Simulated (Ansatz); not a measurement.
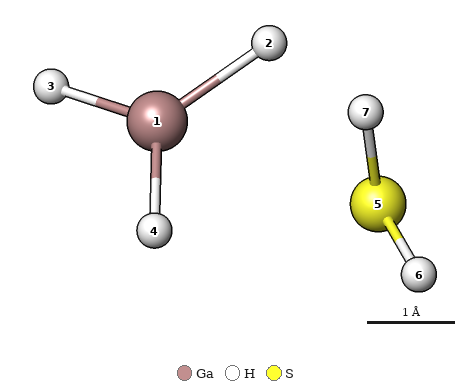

*The input geometry (ball-and-stick view, seen at a tilt; atoms are numbered from 1 in the order of the input). Sticks mark near contacts.*

Bond lengths as drawn: Ga–H 1.56 to 1.57 Å and H–S 1.34 to 1.38 Å.

# GaH5S: geometry relaxation

System: GaH5S.
Method: RKS BHLYP-D4/def2-SVP (Ansatz 0.2.0).

It belongs to a series of runs on one base structure; here: end point A relaxed. Figures and captions count atoms from 1; the log counts them from 0 in places.

The input:
```yaml
crystal:
  periodic: [false, false, false]
  atoms:
    - { symbol: Ga, position_ang: [0.03955, 0.300018, -0.091612] }
    - { symbol: H, position_ang: [-0.114833, 0.060939, 1.453904] }
    - { symbol: H, position_ang: [1.432793, 0.692985, -0.677082] }
    - { symbol: H, position_ang: [-1.229831, 0.173894, -0.995107] }
    - { symbol: S, position_ang: [0.290388, -2.98007, 0.989049] }
    - { symbol: H, position_ang: [-1.022266, -3.126215, 0.754365] }
    - { symbol: H, position_ang: [0.104799, -1.786452, 1.650282] }
basis:
  gaussian: { orbitals: def2-SVP }
hamiltonian:
  xc: { name: BHLYP }
  dispersion: d4
relax:
  f_tol: 0.03
  max_steps: 50
```

Run as:
```bash
ansatz run input.yaml --threads 1 --pin off --max-ram 2048MiB --backend cpu --events-out ev --progress --plain --runs-dir out
```

Log:
```
The last accepted step is kept in [file] (removed where the run ends without a failure and the disk answers)
Engine: ansatz 0.2.0, aarch64-unknown-linux-gnu
Functional definition: BHLYP
  parameter a = 0.5
  exchange = (1 - a)*b88_x + a*exact_x
  correlation = lyp_c
789 factors; integrals over basis functions are off by at most 3.9e-4 eV
mean field evaluation 1: about -63282.4439 eV, gradient 1.5e1 eV
mean field evaluation 2: about -63282.7333 eV, gradient 1.3e1 eV
mean field evaluation 4: about -63282.9293 eV, gradient 4.7e-1 eV
mean field evaluation 8: about -63282.9293 eV, gradient 3.8e-3 eV
mean field -63282.92929055 eV, -2325.6047567177 hartree, gradient 2.9e-5 eV, S^2 0.000000; 0 other end points of the search recorded, 0 dependent functions left out
the calculation of the forces begins
reference -63282.92945377 eV, -2325.6047627160 hartree; 26, 26 occupied and 49, 49 virtual orbitals, 789 factors
relax step   1: F+E_penalty+E_count = -63283.07119168 eV  Δ(F+E_penalty+E_count) = +0.000e0 eV  max|allowed force component| = 9.054e-1 eV/Å  Δτ_max = 0.0000 Å  (21 SCF iters, accepted)
these checks for a lower state are left out or cut short: starts, cluster_reference, orbital_swaps, neighbouring_geometries, increment
789 factors; integrals over basis functions are off by at most 2.9e-4 eV
mean field evaluation 16: about -63283.0079 eV, gradient 1.5e-1 eV
mean field -63283.00812481 eV, -2325.6076538233 hartree, gradient 1.4e-5 eV, S^2 0.000000; 0 other end points of the search recorded, 0 dependent functions left out
[... from here on the field's lines of each further geometry are left out, up to the last ...]
relax step   2: F+E_penalty+E_count = -63283.14945369 eV  Δ(F+E_penalty+E_count) = -7.826e-2 eV  max|allowed force component| = 8.279e-1 eV/Å  Δτ_max = 0.1912 Å  (26 SCF iters, accepted)
relax step   3: F+E_penalty+E_count = -63283.20157103 eV  Δ(F+E_penalty+E_count) = -5.212e-2 eV  max|allowed force component| = 1.064e0 eV/Å  Δτ_max = 0.1925 Å  (26 SCF iters, accepted)
relax step   4: F+E_penalty+E_count = -63283.31699435 eV  Δ(F+E_penalty+E_count) = -1.154e-1 eV  max|allowed force component| = 9.573e-1 eV/Å  Δτ_max = 0.1935 Å  (26 SCF iters, accepted)
relax step   5: F+E_penalty+E_count = -63283.40691910 eV  Δ(F+E_penalty+E_count) = -8.992e-2 eV  max|allowed force component| = 9.243e-1 eV/Å  Δτ_max = 0.1953 Å  (26 SCF iters, accepted)
relax step   6: F+E_penalty+E_count = -63283.45866958 eV  Δ(F+E_penalty+E_count) = -5.175e-2 eV  max|allowed force component| = 1.482e-1 eV/Å  Δτ_max = 0.2000 Å  (26 SCF iters, accepted)
relax step   7: F+E_penalty+E_count = -63283.46501474 eV  Δ(F+E_penalty+E_count) = -6.345e-3 eV  max|allowed force component| = 4.783e-2 eV/Å  Δτ_max = 0.1165 Å  (23 SCF iters, accepted)
relax step   8: F+E_penalty+E_count = -63283.46913104 eV  Δ(F+E_penalty+E_count) = -4.116e-3 eV  max|allowed force component| = 3.243e-2 eV/Å  Δτ_max = 0.1122 Å  (22 SCF iters, accepted)
relax step   9: F+E_penalty+E_count = -63283.46885146 eV  Δ(F+E_penalty+E_count) = +2.796e-4 eV  max|allowed force component| = 2.063e-1 eV/Å  Δτ_max = 0.0886 Å  (23 SCF iters, rejected (line search))
relax step  10: F+E_penalty+E_count = -63283.47066885 eV  Δ(F+E_penalty+E_count) = -1.538e-3 eV  max|allowed force component| = 2.491e-2 eV/Å  Δτ_max = 0.0440 Å  (22 SCF iters, accepted)
relax step  11: F+E_penalty+E_count = -63283.47139183 eV  Δ(F+E_penalty+E_count) = -7.230e-4 eV  max|allowed force component| = 2.804e-1 eV/Å  Δτ_max = 0.0975 Å  (22 SCF iters, accepted)
relax step  12: F+E_penalty+E_count = -63283.47341765 eV  Δ(F+E_penalty+E_count) = -2.026e-3 eV  max|allowed force component| = 1.165e-1 eV/Å  Δτ_max = 0.0256 Å  (23 SCF iters, accepted)
relax step  13: F+E_penalty+E_count = -63283.47552339 eV  Δ(F+E_penalty+E_count) = -2.106e-3 eV  max|allowed force component| = 5.483e-2 eV/Å  Δτ_max = 0.0640 Å  (23 SCF iters, accepted)
relax step  14: F+E_penalty+E_count = -63283.47582019 eV  Δ(F+E_penalty+E_count) = -2.968e-4 eV  max|allowed force component| = 4.600e-2 eV/Å  Δτ_max = 0.0359 Å  (22 SCF iters, accepted)
relax step  15: F+E_penalty+E_count = -63283.47535523 eV  Δ(F+E_penalty+E_count) = +4.650e-4 eV  max|allowed force component| = 2.546e-1 eV/Å  Δτ_max = 0.1247 Å  (22 SCF iters, rejected (line search))
relax step  16: F+E_penalty+E_count = -63283.47608798 eV  Δ(F+E_penalty+E_count) = -2.678e-4 eV  max|allowed force component| = 2.928e-2 eV/Å  Δτ_max = 0.0427 Å  (23 SCF iters, accepted)
relax step  17: F+E_penalty+E_count = -63283.47653932 eV  Δ(F+E_penalty+E_count) = -4.513e-4 eV  max|allowed force component| = 1.588e-1 eV/Å  Δτ_max = 0.0974 Å  (22 SCF iters, accepted)
relax step  18: F+E_penalty+E_count = -63283.47705825 eV  Δ(F+E_penalty+E_count) = -5.189e-4 eV  max|allowed force component| = 3.776e-2 eV/Å  Δτ_max = 0.0273 Å  (22 SCF iters, accepted)
the calculation of the forces begins
reference -63283.31494041 eV, -2325.6189290886 hartree; 26, 26 occupied and 49, 49 virtual orbitals, 789 factors
relax step  19: F+E_penalty+E_count = -63283.47727612 eV  Δ(F+E_penalty+E_count) = -2.179e-4 eV  max|allowed force component| = 2.853e-3 eV/Å  Δτ_max = 0.0097 Å  (23 SCF iters, accepted)
789 factors; integrals over basis functions are off by at most 2.9e-4 eV
mean field evaluation 128: about -63283.3148 eV, gradient 2.3e-5 eV
```

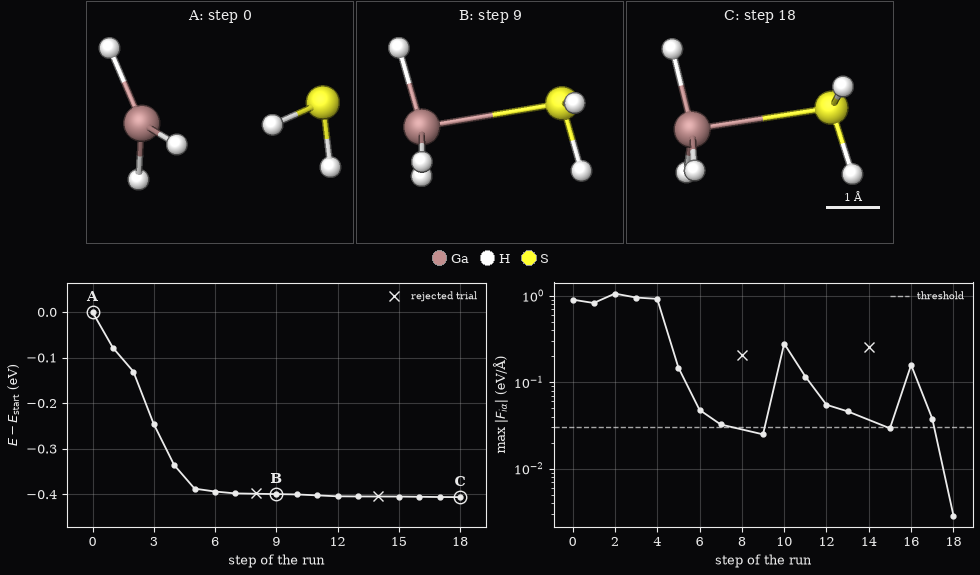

*Frames of the relaxation (ball-and-stick view, seen at a tilt) above the curves, on which the letters mark them (the first geometry is step 0 here and step 1 in the log).*

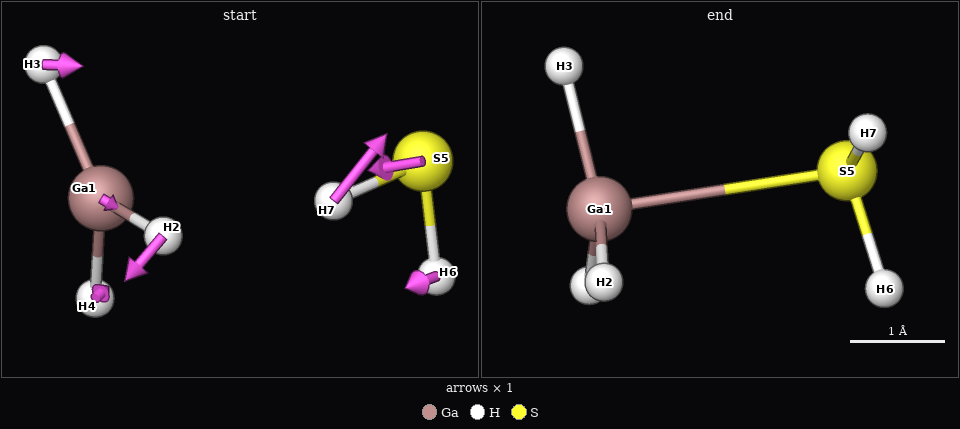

*Before (left) and after (right) the relaxation, at one scale (ball-and-stick view, seen at a tilt). The pink arrows give the displacements, at true length.*

The largest move after the best rigid fit is that of H7, 0.93 Å. Largest moves by element: H 0.93 Å, S 0.72 Å, Ga 0.23 Å. Among the contacts that change: Ga1–S5 3.463 → 2.680 Å, S5–H7 1.377 → 1.341 Å, Ga1–H3 1.562 → 1.569 Å. Among the angles that change: H3–Ga1–H4 121.9° → 119.6°. Over 18 geometry steps the energy falls by 0.406 eV. The largest force component goes from 0.91 to 0.0029 eV/Å. The line search rejected the trial steps at points 8, 14 (counted from 0) and went back. (Atoms are counted from 1 in the order of the input.)

```
mean field -63283.31477585 eV, -2325.6189230411 hartree, gradient 2.9e-5 eV, S^2 0.000000; 1 other end points of the search recorded, 0 dependent functions left out
the calculation of the forces begins
reference -63283.31494041 eV, -2325.6189290886 hartree; 26, 26 occupied and 49, 49 virtual orbitals, 789 factors
Total energy: -63283.47744068 eV, -2325.6249008633 hartree
Atom 0 at    -0.042220     0.118708    -0.021048 Å, force    -0.000917     0.002419     0.001063 eV/Å
Atom 1 at    -0.554724     0.551090     1.401016 Å, force     0.000145     0.000244    -0.001329 eV/Å
Atom 2 at     1.482287     0.277414    -0.358131 Å, force     0.000298     0.000004     0.000619 eV/Å
Atom 3 at    -1.082303    -0.034564    -1.186489 Å, force    -0.000033     0.000363    -0.000888 eV/Å
Atom 4 at     0.100964    -2.505504     0.505105 Å, force     0.000008    -0.002853    -0.001214 eV/Å
Atom 5 at    -1.117113    -2.648871     1.047969 Å, force    -0.001741    -0.000140     0.000854 eV/Å
Atom 6 at     0.713709    -2.423174     1.695378 Å, force     0.002240    -0.000037     0.000894 eV/Å
Dipole moment:    -0.060958    -0.584396     0.381314 e Å
```

Trajectory as extended XYZ (Å, eV, eV/Å), 19 frames, from step=1 to step=19:
```
7
Properties=species:S:1:pos:R:3:forces:R:3 step=1 energy=-63283.07119
Ga    0.0396    0.3000   -0.0916    0.0173  -0.2069   0.0258
H    -0.1148    0.0609    1.4539   -0.0303   0.3061   0.0020
H     1.4328    0.6930   -0.6771   -0.0018  -0.0032   0.0091
H    -1.2298    0.1739   -0.9951   -0.0012   0.0027  -0.0008
S     0.2904   -2.9801    0.9890   -0.1117   0.8107   0.2504
H    -1.0223   -3.1262    0.7544    0.0100  -0.0040   0.0084
H     0.1048   -1.7865    1.6503    0.1177  -0.9054  -0.2948
7
Properties=species:S:1:pos:R:3:forces:R:3 step=2 energy=-63283.14945
Ga    0.0435    0.2897   -0.0985   -0.0639   0.0089   0.2268
H    -0.1414    0.2494    1.4719    0.0093   0.0559  -0.1488
H     1.4382    0.6785   -0.6829    0.0338  -0.0974  -0.0271
H    -1.2231    0.1611   -1.0060    0.0146  -0.0837  -0.0146
S     0.2979   -2.9793    0.8960   -0.3001   0.8279   0.3392
H    -1.0304   -3.1535    0.7685    0.1320  -0.0304  -0.0436
H     0.1160   -1.9108    1.7349    0.1744  -0.6811  -0.3318
7
Properties=species:S:1:pos:R:3:forces:R:3 step=3 energy=-63283.20157
Ga    0.0406    0.2277   -0.0780   -0.1060  -0.0215   0.3842
H    -0.1594    0.3068    1.5034    0.0231   0.0451  -0.3208
H     1.4394    0.5932   -0.6694    0.0442  -0.1160  -0.0199
H    -1.2211    0.0836   -0.9905    0.0035  -0.0706  -0.0036
S     0.3069   -2.8395    0.7640   -0.7177   1.0636   0.9376
H    -1.0244   -3.1004    0.7467    0.4056   0.0119  -0.1556
H     0.1185   -1.9364    1.8076    0.3473  -0.9126  -0.8219
7
Properties=species:S:1:pos:R:3:forces:R:3 step=4 energy=-63283.31699
Ga    0.0224    0.1422   -0.0419   -0.0361  -0.0788   0.3181
H    -0.1859    0.3329    1.5269    0.0004   0.0926  -0.2847
H     1.4323    0.4545   -0.6436    0.0124  -0.0719  -0.0103
H    -1.2358   -0.0156   -0.9573   -0.0206  -0.0208  -0.0130
S     0.3159   -2.6640    0.6827   -0.5173   0.7616   0.9573
H    -1.0033   -2.9604    0.6550    0.2859   0.0379  -0.1268
H     0.1551   -1.9545    1.8619    0.2753  -0.7205  -0.8407
7
Properties=species:S:1:pos:R:3:forces:R:3 step=5 energy=-63283.40692
Ga   -0.0012    0.0614   -0.0058    0.0618   0.2488   0.1966
H    -0.2374    0.4665    1.5148    0.0202  -0.0412  -0.2163
H     1.4177    0.3117   -0.6244   -0.0196  -0.0189  -0.0097
H    -1.2595   -0.0783   -0.9280   -0.0189  -0.0793  -0.0340
S     0.3338   -2.5258    0.6413   -0.1920   0.3882   0.9243
H    -0.9762   -2.8063    0.5381    0.0595  -0.0326   0.0450
H     0.2235   -2.0940    1.9478    0.0891  -0.4652  -0.9059
7
Properties=species:S:1:pos:R:3:forces:R:3 step=6 energy=-63283.45867
Ga   -0.0002    0.1169   -0.0009   -0.0011   0.0632   0.0116
H    -0.2351    0.5871    1.4775   -0.0261   0.0356   0.0331
H     1.4097    0.3249   -0.6443    0.0639  -0.0032  -0.0197
H    -1.2388   -0.1073   -0.9331   -0.0574  -0.0190  -0.0304
S     0.3063   -2.4559    0.6539   -0.0657  -0.0895   0.1236
H    -0.9772   -2.8410    0.5426    0.0879   0.0494   0.0301
H     0.2358   -2.2896    1.9879   -0.0014  -0.0365  -0.1482
7
Properties=species:S:1:pos:R:3:forces:R:3 step=7 energy=-63283.46502
Ga   -0.0060    0.1269   -0.0060    0.0038   0.0065   0.0033
H    -0.2999    0.5986    1.4639   -0.0095  -0.0007   0.0053
H     1.4301    0.3296   -0.5980    0.0165  -0.0009  -0.0017
H    -1.2165   -0.1099   -0.9777   -0.0032  -0.0120  -0.0059
S     0.2825   -2.4891    0.6239   -0.0468   0.0161  -0.0041
H    -1.0273   -2.7849    0.6217    0.0478   0.0080   0.0295
H     0.3377   -2.3361    1.9560   -0.0086  -0.0169  -0.0264
7
Properties=species:S:1:pos:R:3:forces:R:3 step=8 energy=-63283.46913
Ga   -0.0115    0.1315   -0.0120   -0.0089  -0.0324   0.0175
H    -0.3598    0.5857    1.4522   -0.0056   0.0099  -0.0076
H     1.4490    0.3283   -0.5456    0.0042   0.0050   0.0004
H    -1.1862   -0.1037   -1.0278    0.0068   0.0088  -0.0069
S     0.2413   -2.4918    0.5881    0.0006   0.0085  -0.0152
H    -1.0678   -2.7502    0.7200   -0.0060   0.0036   0.0115
H     0.4355   -2.3647    1.9089    0.0088  -0.0034   0.0004
7
Properties=species:S:1:pos:R:3:forces:R:3 step=9 energy=-63283.46885 accepted=F
Ga   -0.0153    0.1233   -0.0093   -0.0209   0.0642  -0.0540
H    -0.4044    0.6087    1.4344   -0.0006  -0.0481   0.0127
H     1.4558    0.3347   -0.5115    0.0035  -0.0369   0.0188
H    -1.1624   -0.0903   -1.0647    0.0258  -0.0298   0.0276
S     0.2156   -2.5066    0.5674   -0.1449   0.0351   0.2063
H    -1.0959   -2.7265    0.7870    0.1804   0.0270  -0.0125
H     0.5073   -2.4082    1.8805   -0.0433  -0.0115  -0.1988
7
Properties=species:S:1:pos:R:3:forces:R:3 step=10 energy=-63283.47067
Ga   -0.0148    0.1282   -0.0115   -0.0033  -0.0154  -0.0016
H    -0.3837    0.5859    1.4463   -0.0054  -0.0025  -0.0018
H     1.4539    0.3246   -0.5239    0.0024   0.0000   0.0043
H    -1.1740   -0.0978   -1.0473    0.0068   0.0028  -0.0021
S     0.2268   -2.4968    0.5749   -0.0249   0.0181   0.0119
H    -1.0810   -2.7353    0.7572    0.0186   0.0042   0.0080
H     0.4733   -2.3737    1.8881    0.0059  -0.0073  -0.0187
7
Properties=species:S:1:pos:R:3:forces:R:3 step=11 energy=-63283.47139
Ga   -0.0217    0.1270   -0.0167    0.0025  -0.0130  -0.0033
H    -0.4360    0.5718    1.4338   -0.0027   0.0038  -0.0137
H     1.4670    0.3184   -0.4774   -0.0230  -0.0029   0.0107
H    -1.1473   -0.0816   -1.0944    0.0230   0.0050   0.0150
S     0.1909   -2.4963    0.5487   -0.1653  -0.0192   0.2804
H    -1.1095   -2.7052    0.8446    0.2304   0.0391  -0.0415
H     0.5571   -2.3990    1.8451   -0.0649  -0.0127  -0.2477
7
Properties=species:S:1:pos:R:3:forces:R:3 step=12 energy=-63283.47342
Ga   -0.0221    0.1188   -0.0115   -0.0065   0.0379  -0.0289
H    -0.4473    0.5829    1.4300    0.0017  -0.0341  -0.0021
H     1.4675    0.3164   -0.4639   -0.0067  -0.0209   0.0124
H    -1.1397   -0.0819   -1.0974    0.0090  -0.0067   0.0045
S     0.1819   -2.5071    0.5409   -0.0653   0.0343   0.1165
H    -1.1091   -2.7007    0.8623    0.0824   0.0108  -0.0162
H     0.5694   -2.3934    1.8234   -0.0147  -0.0212  -0.0863
7
Properties=species:S:1:pos:R:3:forces:R:3 step=13 energy=-63283.47552
Ga   -0.0296    0.1225   -0.0167   -0.0150  -0.0029   0.0202
H    -0.4808    0.5692    1.4196   -0.0119   0.0043   0.0215
H     1.4695    0.3002   -0.4298    0.0548   0.0048  -0.0105
H    -1.1199   -0.0657   -1.1268   -0.0297  -0.0047  -0.0310
S     0.1557   -2.4973    0.5308   -0.0012  -0.0073  -0.0088
H    -1.1138   -2.6862    0.9205    0.0065   0.0053   0.0116
H     0.6196   -2.4076    1.7862   -0.0035   0.0006  -0.0029
7
Properties=species:S:1:pos:R:3:forces:R:3 step=14 energy=-63283.47582
Ga   -0.0308    0.1210   -0.0160   -0.0108  -0.0141  -0.0290
H    -0.4990    0.5604    1.4197    0.0034  -0.0129  -0.0063
H     1.4778    0.2988   -0.4124   -0.0144  -0.0070   0.0100
H    -1.1127   -0.0620   -1.1407    0.0149   0.0112   0.0107
S     0.1415   -2.5129    0.5215    0.0229   0.0460  -0.0268
H    -1.1175   -2.6739    0.9519   -0.0226  -0.0039   0.0191
H     0.6412   -2.3963    1.7599    0.0066  -0.0193   0.0222
7
Properties=species:S:1:pos:R:3:forces:R:3 step=15 energy=-63283.47536 accepted=F
Ga   -0.0440    0.1185   -0.0224   -0.0047  -0.0068  -0.0134
H    -0.5678    0.5441    1.3990    0.0071  -0.0050  -0.0168
H     1.4849    0.2768   -0.3464   -0.0228  -0.0018   0.0039
H    -1.0773   -0.0295   -1.1975    0.0231   0.0040   0.0241
S     0.0932   -2.5134    0.5001   -0.0720   0.0182   0.2546
H    -1.1242   -2.6372    1.0674    0.1962   0.0128  -0.0655
H     0.7358   -2.4241    1.6835   -0.1270  -0.0215  -0.1869
7
Properties=species:S:1:pos:R:3:forces:R:3 step=16 energy=-63283.47609
Ga   -0.0368    0.1243   -0.0238    0.0061   0.0154   0.0293
H    -0.5146    0.5624    1.4084   -0.0056   0.0027  -0.0002
H     1.4758    0.2957   -0.4021    0.0063  -0.0064  -0.0021
H    -1.1070   -0.0390   -1.1605    0.0017  -0.0221  -0.0001
S     0.1344   -2.4997    0.5249   -0.0020  -0.0179  -0.0158
H    -1.1144   -2.6757    0.9808   -0.0099   0.0039   0.0021
H     0.6631   -2.4328    1.7561    0.0034   0.0244  -0.0132
7
Properties=species:S:1:pos:R:3:forces:R:3 step=17 energy=-63283.47654
Ga   -0.0441    0.1228   -0.0224   -0.0029  -0.0256   0.0074
H    -0.5648    0.5496    1.3996    0.0057   0.0051  -0.0191
H     1.4845    0.2746   -0.3485   -0.0161   0.0086  -0.0002
H    -1.0786   -0.0345   -1.1938    0.0135   0.0135   0.0114
S     0.0945   -2.5057    0.5007   -0.0518  -0.0069   0.1588
H    -1.1207   -2.6434    1.0631    0.1225   0.0128  -0.0458
H     0.7297   -2.4282    1.6851   -0.0709  -0.0075  -0.1124
7
Properties=species:S:1:pos:R:3:forces:R:3 step=18 energy=-63283.47706
Ga   -0.0413    0.1168   -0.0201   -0.0045   0.0271  -0.0076
H    -0.5498    0.5569    1.4012    0.0003  -0.0154   0.0015
H     1.4808    0.2831   -0.3637    0.0042  -0.0124   0.0029
H    -1.0849   -0.0341   -1.1830    0.0004  -0.0110   0.0023
S     0.1051   -2.5101    0.5070   -0.0117   0.0139   0.0378
H    -1.1187   -2.6536    1.0397    0.0313   0.0027  -0.0064
H     0.7094   -2.4240    1.7028   -0.0201  -0.0050  -0.0304
7
Properties=species:S:1:pos:R:3:forces:R:3 step=19 energy=-63283.47728
Ga   -0.0422    0.1187   -0.0210   -0.0009   0.0024   0.0011
H    -0.5547    0.5511    1.4010    0.0001   0.0002  -0.0013
H     1.4823    0.2774   -0.3581    0.0003   0.0000   0.0006
H    -1.0823   -0.0346   -1.1865    0.0000   0.0004  -0.0009
S     0.1010   -2.5055    0.5051    0.0000  -0.0029  -0.0012
H    -1.1171   -2.6489    1.0480   -0.0017  -0.0001   0.0009
H     0.7137   -2.4232    1.6954    0.0022   0.0000   0.0009
```

Key numbers:

| quantity | value |
| --- | --- |
| outcome | converged |
| total energy | −63283.4774 eV |
| mean-field energy | −63283.3149 eV |
| largest force (length of the vector) at the end | 0.003 eV/Å |
| hardware | 1 thread of Arm Neoverse N1, 24 GiB of memory available, shared host |
| wall time | 75 s |
| peak memory | 0.15 GiB |
